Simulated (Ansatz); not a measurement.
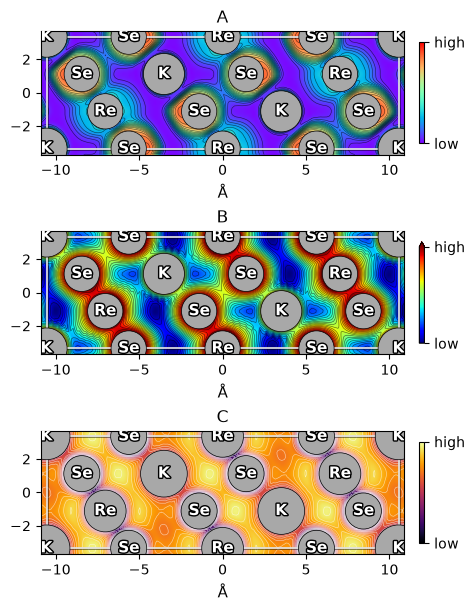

KReSe2: 3 fields on the (110) plane of the conventional cell, with unlabelled colour scales. Grey discs cover the atomic cores.

Space group R-3m; a generated structure, not necessarily the stable one; built by placing these elements on a known structure type; not relaxed (largest force 1.7 eV/Å); computed pressure about −2 GPa in this cell.

These are results of Ansatz 0.2.0, Kohn-Sham DFT of a periodic cell, PBE, Ansatz PAW, not measurements.

The panels show electron localisation function, electrostatic potential energy of an electron and valence pseudo-density in some order. Assign them.

Answer. Panel A: electron localisation function. Panel B: valence pseudo-density. Panel C: electrostatic potential energy of an electron (low next to the atoms, rising into the space between them). From the grid: Re–Se (2.64 Å): ρ at the midpoint is about 0.43 e/Å³; the ELF is about 0.45 at the midpoint. K–Se (3.08 Å): ρ at the midpoint is about 0.13 e/Å³; the ELF is about 0.15 at the midpoint; no localised pair shows between them.
